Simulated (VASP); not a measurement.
Band structure of PtAs (relaxed from the rock salt structure, space group Fm-3m). Method: r2SCAN meta-GGA, VASP's PBE PAW potentials (set 64) (plane waves; VASP).

Unless said otherwise, spin-orbit coupling is left out, though it shifts the bands of the heavy elements here.

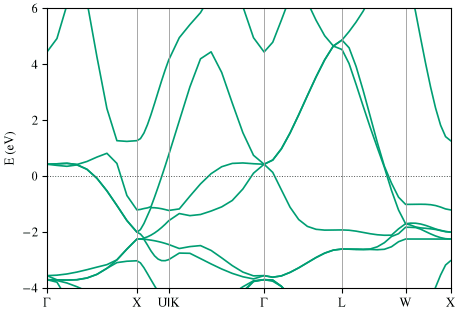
*Bands along high-symmetry lines, zero at the valence-band maximum or, without a gap, the Fermi level*

Q: Read the plot: is there a gap, and where are the band edges?

A: It has no gap at this level: it comes out as a metal or semimetal.

The structure was generated: PtAs was put into the rock salt type (Fm-3m), which need not be its known phase. It was relaxed first, which changed the volume by -16 %. The electron count is odd and the run is not spin-polarised, which forces a metal.
